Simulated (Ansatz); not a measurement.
The calculation's input:

```
crystal:
  periodic: [false, false, false]
  atoms:
    - {symbol: O, position_ang: [-0.944536, 0.974092, 0.533626]}
    - {symbol: Hf, position_ang: [0.292067, -0.340743, -0.027557]}
    - {symbol: F, position_ang: [1.928700, -0.097272, 0.899920]}
    - {symbol: F, position_ang: [-0.380052, -2.059635, 0.410248]}
    - {symbol: I, position_ang: [0.710377, -0.162006, -2.716705]}
    - {symbol: H, position_ang: [-1.564457, 1.621564, 0.854369]}
basis:
  gaussian: {orbitals: def2-TZVPP}
hamiltonian: {xc: pbe0, dispersion: d4}
output: {orbitals: {seedname: orbitals}}
```

Run with:

```sh
ansatz run in.yaml --threads 4 --pin off --events-out ev --progress --plain --max-ram 10444MiB
```

Geometry: PBE0-D4/def2-TZVP; core potentials replace the inner electrons of Hf and I.

Computed with RKS PBE0-D4/def2-TZVPP (Ansatz 0.2.0).

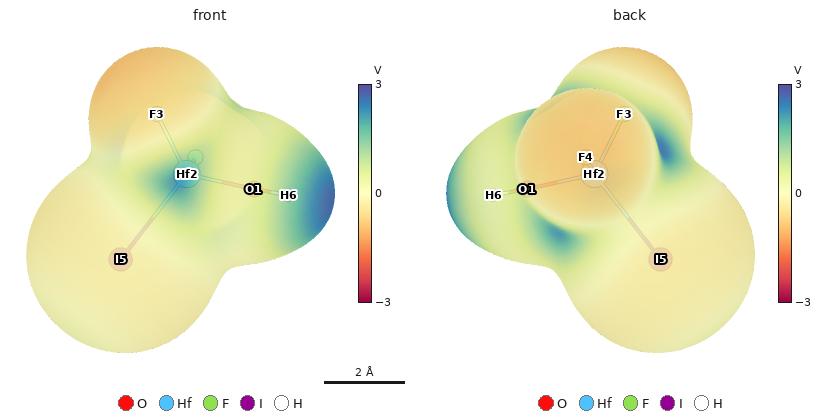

F$_{2}$HHfIO (SMILES [OH][Hf]([F])([F])[I]). The electrostatic potential painted on the density surface at 0.001 e/bohr³, seen from the front and from behind; red is negative and blue positive.

Describe the electrostatic potential map.

The most negative region (about −0.9 V, or −21 kcal/mol for a unit charge) lies over F3 and F4, the most positive (about +2.6 V, or +60 kcal/mol for a unit charge) over Hf2 and H6.
